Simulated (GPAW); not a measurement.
# O K-edge XANES of NaHCO2 (C2/c), part 2 of 2

What does one-electron theory with a core hole give for the O K edge of NaHCO2 (C2/c)?

GPAW 26.7.0; X-ray absorption from dipole matrix elements to empty bands, plane-wave PAW LDA.

So far. Step 2 (The field without a hole): The mesh shows a gap of 4.75 eV, so the hole is first treated in a charged cell, without the excited electron.

### 4. Spectrum with FCH, O atom 3

The holes are 4.7 Å apart. In GPAW the data set carries the hole's charge, so charge=0 means a charged cell and charge=-1 a neutral one. The excited electron is left out and a uniform background balances the charge. After the field has converged, empty bands are computed with the density fixed and the dipole matrix elements are summed.

The absorber has 1 C at 1.27 Å (terminal, site symmetry 1).

xas.py

```python
import numpy as np
from ase import Atoms
from ase.parallel import parprint, paropen
from gpaw import GPAW, PW, FermiDirac, Mixer, MixerDif, setup_paths
from gpaw.test import gen
setup_paths.insert(0, '.')
gen('O', name='fch1s', xcname='LDA', corehole=(1, 0, 1), write_xml=True)
from gpaw.mpi import world
world.barrier()

atoms = Atoms('Na2O4C2H2',
    cell=[[3.151267, -3.453993, 0],
     [3.151267, 3.453993, 0],
     [-2.75556, 0, 5.592587]],
    scaled_positions=[[0.862528, 0.137472, 0.25],
     [0.137472, 0.862528, 0.75],
     [0.054496, 0.670375, 0.31969],
     [0.329625, 0.945504, 0.18031],
     [0.670375, 0.054496, 0.81969],
     [0.945504, 0.329625, 0.68031],
     [0.276578, 0.723422, 0.25],
     [0.723422, 0.276578, 0.75],
     [0.437704, 0.562296, 0.25],
     [0.562296, 0.437704, 0.75]],
    pbc=True)
atoms.calc = calc = GPAW(legacy_gpaw=True, mode=PW(500, force_complex_dtype=True), xc='LDA', setups={2: 'fch1s'},
    kpts={'size': (4, 4, 3), 'gamma': True}, occupations=FermiDirac(0.02),
    charge=0, mixer=Mixer(0.1, 5, 50), maxiter=150,
    convergence={'density': 0.0001, 'eigenstates': 1e-6}, txt='scf.txt')
energy = atoms.get_potential_energy() + calc.get_reference_energy()
ef = calc.get_fermi_level()
out = dict(energy=energy, fermi=ef, forces=atoms.get_forces().tolist())
parprint(f'all-electron energy {energy:.4f} eV, Fermi level {ef:.4f} eV')
ev = np.array([[calc.get_eigenvalues(k, s) for k in range(len(calc.get_ibz_k_points()))] for s in range(calc.get_number_of_spins())])
out['homo'], out['lumo'], out['counts'] = ev[ev < ef].max(), ev[ev > ef].min(), sorted(set((ev < ef).sum((0, 2)).tolist()))
out['filled'] = (ev[:, 0] < ef).sum(1).tolist()

from ase.units import Ha
from gpaw.xas import dipole_matrix_elements
nb = int(calc.get_number_of_electrons() / 2) + 75
top, nb = nb, nb + 8 + nb // 12
nscf = calc.fixed_density(kpts={'size': (5, 5, 4), 'gamma': True}, nbands=nb,
    convergence={'bands': top, 'eigenstates': 5e-3}, maxiter=60, txt='nscf.txt')
cell = atoms.cell.array
ops = [cell.T @ U.T @ np.linalg.inv(cell.T) for U in nscf.wfs.kd.symmetry.op_scc]
filled = [24]  # bands filled in the ground state, by spin
E = np.arange(-6, 34, 0.1)
fwhm = np.interp(E, [4, 25], [0.9, 3.5])
Y, X, zero, highest = 0, 0, 1e9, 1e9
for spin in range(nscf.get_number_of_spins()):
    wfs = nscf.wfs
    mine = wfs.bd.get_slice()  # this rank's bands
    A = dipole_matrix_elements(wfs.setups[2])
    eps = np.zeros((wfs.kd.nibzkpts, nb))
    d = np.zeros((3, A.shape[1], wfs.kd.nibzkpts, nb), complex)
    for kpt in wfs.kpt_u:
        if kpt.s == spin and 2 in kpt.P_ani:
            eps[kpt.k, mine] = kpt.eps_n * Ha
            d[:, :, kpt.k, mine] = (kpt.weight * wfs.nspins / 2) ** 0.5 * np.inner(A, kpt.P_ani[2])
    world.sum(eps)
    world.sum(d)
    T = np.einsum('amkn,bmkn->abkn', d, d.conj()).real
    T = sum(np.einsum('ai,ijkn,bj->abkn', R, T, R) for R in ops) / len(ops)
    empty = np.ones_like(eps, bool) & (np.arange(nb) >= filled[spin])
    zero, highest = min(zero, eps[empty].min()), min(highest, eps[:, top - 1].min())
    lines = [(eps, T, empty)] if spin == 0 else lines + [(eps, T, empty)]
for eps, T, empty in lines:
    f = np.einsum('aakn->akn', T).reshape(3, -1)
    x = eps.ravel() - zero
    w = np.interp(x, E, fwhm) / 2.35482
    g = np.exp(-0.5 * ((E[:, None] - x) / w) ** 2) / (w * (2 * np.pi) ** 0.5)
    Y = Y + (f * empty.ravel()) @ g.T
    X = X + (f * ~empty.ravel()) @ g.T
out.update(E=E.round(2).tolist(), xas=Y.tolist(), xes=X.tolist(), zero=zero, valid=highest - zero, nk=len(eps), nb=nb)
for i in range(0, len(E), 10):
    parprint(f'{E[i]:7.2f}', *(f'{v:10.3e}' for v in Y[:, i]))
import json
with paropen('out.json', 'w') as f:
    json.dump(out, f)
```

The run is started by

```console
$ OMP_NUM_THREADS=1 mpirun -n 4 gpaw python xas.py
```

Numbers of over 12 decimals in the logs are rounded to 6 here.

The log of the run:

```text
Input parameters:
  convergence: {density: 0.0001,
                eigenstates: 1e-06}
  kpts: {gamma: True,
         size: (4, 4, 3)}
  maxiter: 150
  mixer: {backend: pulay,
          beta: 0.1,
          method: separate,
          nmaxold: 5,
          weight: 50}
  mode: {ecut: 500.0,
         force_complex_dtype: True,
         name: pw}
  occupations: {fixmagmom: False,
                name: fermi-dirac,
                width: 0.02}
  setups: {2: fch1s}

Initialize ...

[... PAW data sets ...]

Reference energy: -18420.245629  # eV

Spin-paired calculation

[... convergence settings ...]
Symmetries present (total): 1
  [... symmetry matrices ...]

48 k-points: 4 x 4 x 3 Monkhorst-Pack grid + [1/8,1/8,0.000000]
26 k-points in the irreducible part of the Brillouin zone
       k-points in crystal coordinates                weights
   0:     0.00000000    0.00000000    0.00000000          1/48
   1:     0.00000000    0.00000000    0.33333333          2/48
   2:     0.00000000    0.25000000   -0.33333333          2/48
   3:     0.00000000    0.25000000    0.00000000          2/48
   4:     0.00000000    0.25000000    0.33333333          2/48
   5:     0.00000000    0.50000000    0.00000000          1/48
   6:     0.00000000    0.50000000    0.33333333          2/48
   7:     0.25000000   -0.25000000   -0.33333333          2/48
   8:     0.25000000   -0.25000000    0.00000000          2/48
   9:     0.25000000   -0.25000000    0.33333333          2/48
          ...
  25:     0.50000000    0.50000000    0.33333333          2/48

Wave functions: Plane wave expansion
  Cutoff energy: 500.000 eV
  Number of coefficients (min, max): 3072, 3118
  Pulay-stress correction: 0.000000 eV/Ang^3 (de/decut=0.000000)
  Using FFTW library
  Wavefunction extrapolation:
    Improved wavefunction reuse through dual PAW basis

Occupation numbers: Fermi-Dirac:
  width: 0.0200  # eV

Eigensolver
   Davidson(niter=2)

Densities:
  Coarse grid: 25*25*35 grid
  Fine grid: 50*50*70 grid
  Total Charge: 1.000000

Density mixing:
  Method: separate
  Backend: pulay
  Linear mixing parameter: 0.1
  old densities: 5
  Width of damping distribution: 1.1
  Damping of long wavelength oscillations: 50

[... Hamiltonian set-up ...]
Number of atoms: 10
Number of atomic orbitals: 40
Number of bands in calculation: 33
Number of valence electrons: 48
Bands to converge: occupied

... initialized

Initializing position-dependent things.

Density initialized from atomic densities
Creating initial wave functions:
  33 bands from LCAO basis set

             Na

           H
       O  C   O
            O   C  O
               H

             Na

Atomic positions and initial magnetic moments

Positions:
   0 Na     2.462377   -2.504338    1.398147    ( 0.0000,  0.0000,  0.0000)
   1 Na     1.084597    2.504338    4.194440    ( 0.0000,  0.0000,  0.0000)
   2 O      1.403337    2.127242    1.787894    ( 0.0000,  0.0000,  0.0000)
   3 O      3.521417    2.127242    1.008399    ( 0.0000,  0.0000,  0.0000)
   4 O      0.025557   -2.127242    4.584188    ( 0.0000,  0.0000,  0.0000)
   5 O      2.143637   -2.127242    3.804693    ( 0.0000,  0.0000,  0.0000)
   6 C      2.462377    1.543396    1.398147    ( 0.0000,  0.0000,  0.0000)
   7 C      1.084597   -1.543396    4.194440    ( 0.0000,  0.0000,  0.0000)
   8 H      2.462377    0.430340    1.398147    ( 0.0000,  0.0000,  0.0000)
   9 H      1.084597   -0.430340    4.194440    ( 0.0000,  0.0000,  0.0000)

Unit cell:
           periodic     x           y           z      points  spacing
  1. axis:    yes    3.151267   -3.453993    0.000000    25     0.1750
  2. axis:    yes    3.151267    3.453993    0.000000    25     0.1750
  3. axis:    yes   -2.755560    0.000000    5.592587    35     0.1598

  Lengths:   4.675527   4.675527   6.234592
  Angles:  107.330938 107.330938  95.248179

Effective grid spacing dv^(1/3) = 0.1772

iter:   1   -88.005027
iter:   2   -85.513465   -1.05  -0.95
iter:   3   -82.108852   -0.97  -1.02
iter:   4   -81.807290   -2.03  -1.27
iter:   5   -81.699827   -1.99  -1.44
iter:   6   -81.656255   -2.57  -1.81
iter:   7   -81.649639   -3.31  -2.25
iter:   8   -81.646848c  -3.44  -2.48
iter:   9   -81.645252c  -4.01  -2.59
iter:  10   -81.645208c  -5.06  -2.94
iter:  11   -81.645132c  -5.59  -3.12
iter:  12   -81.645019c  -5.31  -3.24
iter:  13   -81.645011c  -6.47c -3.82
iter:  14   -81.645008c  -6.81c -3.97
iter:  15   -81.645007c  -7.13c -4.10c

Converged after 15 iterations.

Dipole moment: (0.363992, 0.709939, -0.857673) |e|*Ang

Energy contributions relative to reference atoms: (reference = -18420.245629)

Kinetic:        +48.298056
Potential:      -67.699638
External:        +0.000000
XC:             -62.290324
Entropy (-ST):   -0.000000
Local:           +0.046898
SIC:             +0.000000
--------------------------
Free energy:    -81.645007
Extrapolated:   -81.645007

Showing only first 2 kpts
 Kpt  Band  Eigenvalues  Occupancy
  0    22     -0.59396    2.00000
  0    23     -0.54218    2.00000
  0    24      2.27121    0.00000
  0    25      4.93770    0.00000

  1    22     -0.60029    2.00000
  1    23     -0.54168    2.00000
  1    24      2.25759    0.00000
[...]
Fermi level: 0.24990

Gap: 2.381 eV
Transition (v -> c):
  (s=0, k=17, n=23, [0.25, 0.50, 0.00]) -> (s=0, k=18, n=24, [0.25, 0.50, 0.33])
Direct/indirect transitions are different
Direct gap: 2.391 eV
Transition at: (s=0, k=17, n=23, [0.25, 0.50, 0.00])

Forces in eV/Ang:
  0 Na   -0.13430    0.17629   -0.13499
  1 Na   -0.02948    0.13883    0.29775
  2 O    -1.43278    1.25479    0.43351
  3 O    -4.28740   -1.11933    1.74702
  4 O     0.43499    0.17247   -0.07358
  5 O    -0.37424    0.12646   -0.09243
  6 C     6.47208   -0.51318   -2.34126
  7 C    -0.01795   -0.78034   -0.04753
  8 H    -0.62982    0.20842    0.19012
  9 H     0.01015    0.33007    0.01652
Scalar-relativistic atomic LDA calculation for O (Oxygen, Z=8)
Core hole in 1s state (1s occupation: 1.0)
300 radial gridpoints.
|------------------------------------------------|
|------------------------------------------------|
[... the atom generator's iteration count ...]

Energy contributions:
-------------------------
Kinetic:      +54.046737
XC:            -5.876031
Potential:   -102.458324
-------------------------
Total:        -54.287618

state      eigenvalue         ekin         rmax
-----------------------------------------------
1s^1.0 :   -21.731873    30.611423        0.127
2s^2.0 :    -1.594915     4.066245        0.801
2p^4.0 :    -1.067100     3.825706        0.682
-----------------------------------------------
(units: Bohr and Hartree)

Generating PAW setup
Kinetic energy of the core from tauc = 30.636371
Cutoffs:
rc(s)=1.300
rc(p)=1.130
rc(d)=1.170
rc(vbar)=1.300
rc(comp)=1.260
rc(nct)=1.300

Kinetic energy of the core states: 30.611423
Charge: 1.0
Core electrons: 1.0
Valence electrons: 6.0
Pseudo-core charge: 0.000198
Shape function alpha=6.299
Pseudo-electron charge 5.280306
state    eigenvalue         norm
--------------------------------
2s(2) :    -1.594915     1.065643
*s    :    -0.594915
2p(4) :    -1.067100     0.787205
*p    :    -0.067100
*d    :     0.000000
--------------------------------

Diagonalizing with gridspacing h=0.050

state   all-electron     PAW
-------------------------------
2s:      -1.594915    -1.596334
2p:      -1.067100    -1.073375
*d:                   -0.060686
*f:                   -0.013559
-------------------------------
all-electron energy -18501.8906 eV, Fermi level 0.2499 eV
[...]
31.00  3.888e-05  4.021e-05  4.993e-05
  32.00  3.789e-05  4.144e-05  4.273e-05
  33.00  3.802e-05  4.267e-05  3.652e-05
```

Elapsed: 53 s, on 4 MPI ranks of Intel Xeon Platinum 8488C (Sapphire Rapids), shared host; peak memory 0.38 GiB.

The O K spectrum, O atom 3, full core hole (charged cell) (energy from the lowest empty level; intensity scaled to a mean of 1 over the first 20 eV; polarised curves are means over the symmetry-equivalent atoms):

```csv
E (eV),isotropic,ε ∥ x,ε ∥ y,ε ∥ z
-2.0,0.00,0.00,0.00,0.00
-0.5,0.87,0.30,0.00,2.32
1.0,0.10,0.04,0.00,0.27
2.5,0.15,0.13,0.18,0.14
4.0,0.47,0.55,0.65,0.21
5.5,1.26,1.49,1.76,0.52
7.0,1.65,2.31,1.43,1.23
8.5,2.08,4.05,1.09,1.10
10.0,1.62,2.59,1.21,1.05
11.5,1.25,1.51,1.38,0.86
13.0,0.94,1.23,0.96,0.64
14.5,0.78,0.83,0.90,0.61
16.0,0.72,0.68,0.89,0.58
17.5,0.72,0.64,0.85,0.69
19.0,0.68,0.58,0.68,0.78
20.5,0.63,0.56,0.56,0.77
22.0,0.63,0.57,0.59,0.73
23.5,0.57,0.51,0.57,0.63
25.0,0.54,0.48,0.52,0.61
26.5,0.56,0.52,0.49,0.66
28.0,0.60,0.56,0.50,0.73
29.5,0.63,0.57,0.53,0.77
31.0,0.60,0.54,0.56,0.70
```

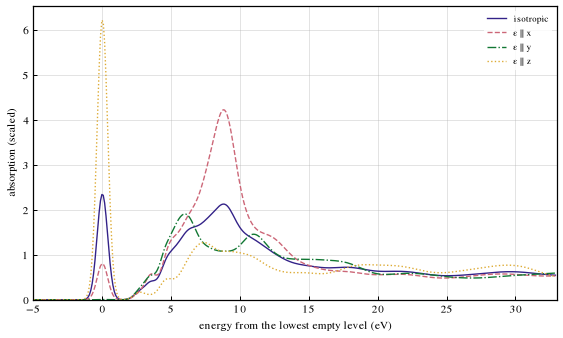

The O K edge, O atom 3, full core hole (charged cell): main maxima at 0.0 and 8.8 eV.

Main maxima below 24 eV (height): 0.0 eV (2.34) and 8.8 eV (2.13). A K edge sees empty p states on the absorber.

The hole costs E(hole) − E(ground) = 533.54 eV, and the lowest empty level of the hole cell on the spectrum's mesh lies at 2.17 eV, which puts the zero at 535.71 eV. One term is added: -8.83 eV, since the hole is spin-paired here and a spin-polarised one costs that much less in the free atom (computed apart). The photon energy is then 526.88 eV. The functional and the charged cell's background leave an error in such absolute values: in the free atom LDA prices this hole 4.1 eV below PBE (computed apart), and PBE is itself good to a few eV.

### 5. Summary of results

```
absorber and edge                               : O K, atom 3 of the ground-state input (counted from 1)
surroundings                                    : 1 C at 1.27 Å (terminal, site symmetry 1)
highest intensity below 16 eV                   : 0.0 eV above the zero, height 2.34
photon energy of the zero, with the added terms : 526.9 eV (raw 535.7 eV; LDA puts this hole about 4 eV below PBE, itself good to a few eV)
```

**Reading.** The O K edge of atom 3, with 1 C at 1.27 Å (terminal, site symmetry 1), has its highest intensity of the first 16 eV at 0.0 eV above the zero, near 527 eV in photon energy (LDA puts this hole about 4 eV below PBE, itself good to a few eV), 2.3 times the mean level of the first 20 eV (Gaussian full width 0.9 eV up to 4 eV, rising linearly to 3.5 eV at 25 eV). At the O K edge of atom 3 polarisation matters most near 0.0 eV, where the curves differ by 6.2 on this scale. The holes are only 4.7 Å apart, so the shape is probably not converged with cell size; no larger cell was run here. The mesh is coarse (0.29 Å⁻¹ between points), so small maxima may be mesh ripples. Lifetime broadening is put in by hand, and intensities beyond about 20 eV depend on it and on the partial waves; weight that the partial waves miss at high energy is lost. The structure is a computed Materials Project entry and may be a hypothetical form.

[Banner, clock and machine lines of the logs are left out without a mark of their own.]

[Logs are printed without paths, hosts, clocks, repeated set-up lines and the standing remarks that a program may print on its own settings, such as how far it seeks lower states.]

[Hosts, paths, dates, database ids (printed as entryN), source tags and the programs' standing remarks are cut or masked in the printed files.]

[Lists of maxima count a maximum above −3 eV only where it reaches 4 % of the highest in the window and stands out from its surroundings by 2 % of it (1.5 % where it reaches 55 %); shoulders and weaker maxima are passed over, and of the rest the first, up to two pre-edge ones and the few strongest are named.]
